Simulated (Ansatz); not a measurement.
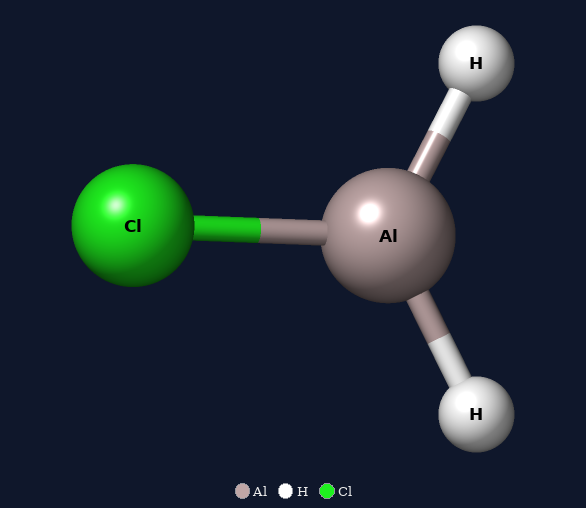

Rendered structure (ball-and-stick style). Every bond is drawn as one stick, whatever its order.

Give the formula.

AlClH₂, 4 atoms: 1 aluminium, 1 chlorine and 2 hydrogen.

Which point group does it belong to?

C2v.

How many sets of symmetry-equivalent atoms are there?

3: 1 Al, 2 H, 1 Cl.

How many bonds of each kind are drawn?

2 Al–H, 1 Al–Cl. Sticks follow a distance rule.

The parts below concern this one geometry. Atoms keep their numbers from picture to picture. The geometry was computed by an optimisation with PBE0-D4/def2-TZVP.

**Geometry**

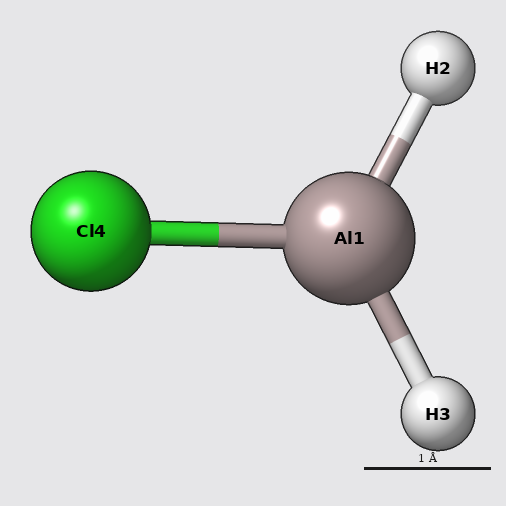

Atoms carry their numbers in the input.

Estimate the angles H2–Al1–H3, H2–Al1–Cl4.

```json
{"angle": "H2–Al1–H3", "degrees": "125.0"}
{"angle": "H2–Al1–Cl4", "degrees": "117.5"}
```

**Vibrations**

Harmonic vibrations computed with RKS PBE0-D4/def2-TZVP (Ansatz 0.2.0) at a stationary point of the same level.

How many vibrational modes are there, and where do they lie?

6 modes: 508, 526, 600, 777, 1962, 1978 cm⁻¹.

**Thermal motion**

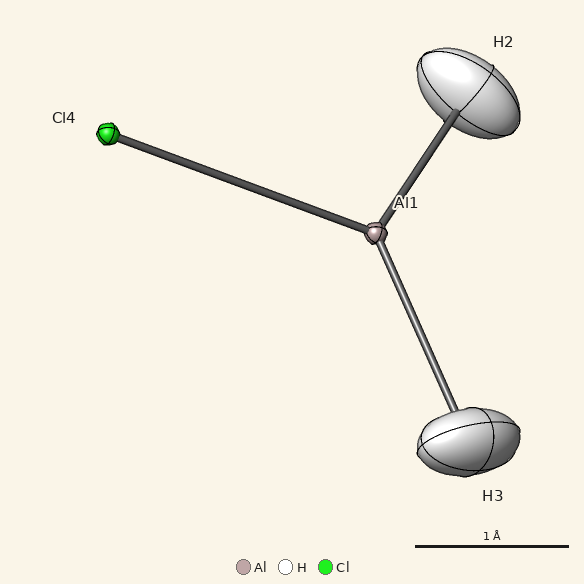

Displacement ellipsoids at the 50 % level, enlarged 1.5 times, from the internal vibrations of the free molecule (harmonic, no overall translation or rotation; no half-axis is drawn under 0.075 Å). Vibrations computed with RKS PBE0-D4/def2-TZVP (Ansatz 0.2.0). Temperature: 298 K.

Give the displacement parameters, one line for each set of equivalent atoms.

| atom | U_eq (Å²) | rms amplitudes (Å) |
| --- | --- | --- |
| Al1 | 0.00035 | 0.012, 0.012, 0.028 |
| H2, H3 | 0.0168 | 0.091, 0.117, 0.169 |
| Cl4 | 0.00017 | 0.002, 0.006, 0.022 |

**Electronic properties**

Level of theory: RKS PBE0-D4/def2-TZVPP (Ansatz 0.2.0).

Give the HOMO energy (Kohn–Sham orbital) at this level.

−8.58 eV.

What is the LUMO energy (Kohn–Sham orbital)?

−1.64 eV.
